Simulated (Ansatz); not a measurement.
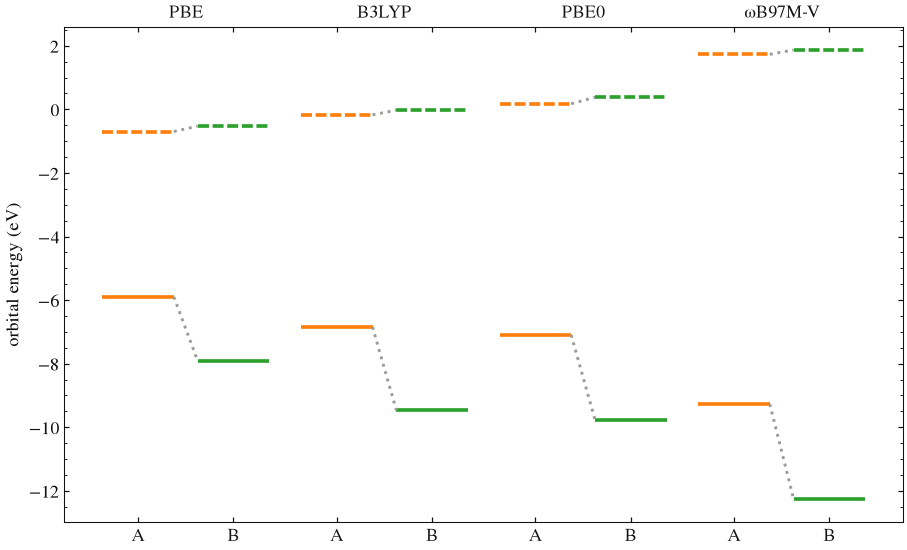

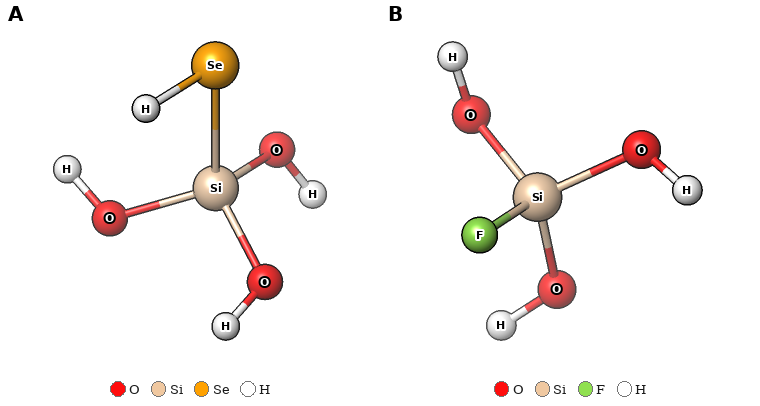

One change: A, SiH₄SeO₃ (SMILES O[Si](O)(O)[SeH]), becomes B, SiH₃O₃F (SMILES O[Si](O)(O)F). SeH on Si is replaced by F. HOMO (solid) and LUMO (dashed) computed in def2-TZVPP at PBE0-D4/def2-TZVP geometries, both minima by their frequencies, gas phase, the Ansatz code. Empty levels above zero depend strongly on the basis.

> What does the change do to HOMO and LUMO?

PBE: the HOMO falls by 2.02 eV, the LUMO rises by 0.17 eV, and the separation goes from 5.20 to 7.39 eV. B3LYP: the HOMO falls by 2.62 eV, the LUMO rises by 0.14 eV, and the separation goes from 6.67 to 9.44 eV. PBE0: the HOMO falls by 2.67 eV, the LUMO rises by 0.21 eV, and the separation goes from 7.27 to 10.15 eV. ωB97M-V: the HOMO falls by 3.00 eV, the LUMO rises by 0.14 eV, and the separation goes from 11.01 to 14.14 eV.

> Do the functionals agree on the effect?

They agree on the direction for both levels; the HOMO shift lies between −3.00 and −2.02 eV and the LUMO shift between 0.14 and 0.21 eV, while the separations themselves differ by up to 6.7 eV between functionals.
